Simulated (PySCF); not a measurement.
Vertical excitations of a molecule C₂H₆N₂OSi from TDDFT-PBE/def2-SVPD (PySCF), as energy in eV (oscillator strength): 6.02 (0.051), 6.29 (0.016), 6.42 (0.009), 6.49 (0.002), 6.82 (0.032), 6.88 (0.009), 6.99 (0.009), 7.14 (0.014), 7.16 (0.010), 7.32 (0.033). Lowest triplet (TDA): 5.70 eV. Geometry: B3LYP-D3(BJ)/def2-SVP. The values are those of a single conformer.

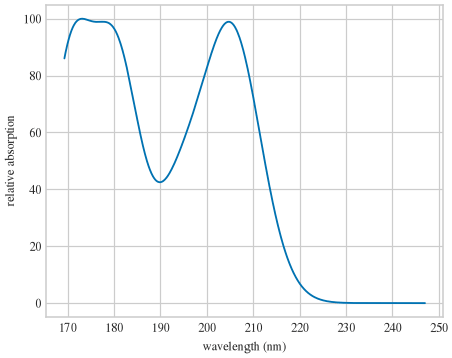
The lines broadened by 0.4 eV.

**Question.** Which molecule gave these data?
(A) NC[SiH2]N=C=O
(B) C[Si@@H](N)N=C=O
(C) N[Si@@H]1COC=N1
(D) CC1=N[Si@@H](N)O1

**Answer.** B, C[Si@@H](N)N=C=O
